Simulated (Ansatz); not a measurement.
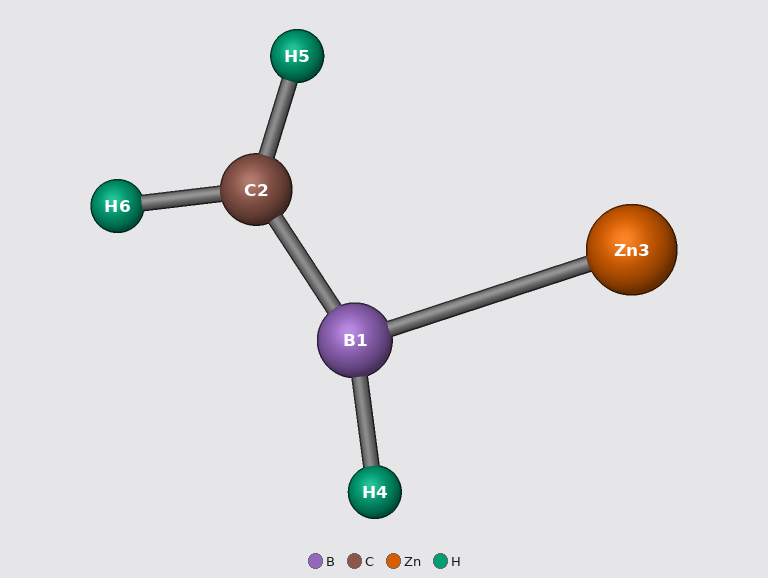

Sticks follow a distance rule. Harmonic vibrations computed with RKS PBE0-D4/def2-TZVP (Ansatz 0.2.0) at a stationary point of the same level.

### Minimum or transition state?

A minimum: no imaginary frequency, and the lowest mode lies at 155 cm⁻¹.

### How many vibrational modes are there, and where do they lie?

12 modes: 155, 265, 332, 633, 644, 782, 846, 1297, 1466, 2738, 3101, 3239 cm⁻¹.
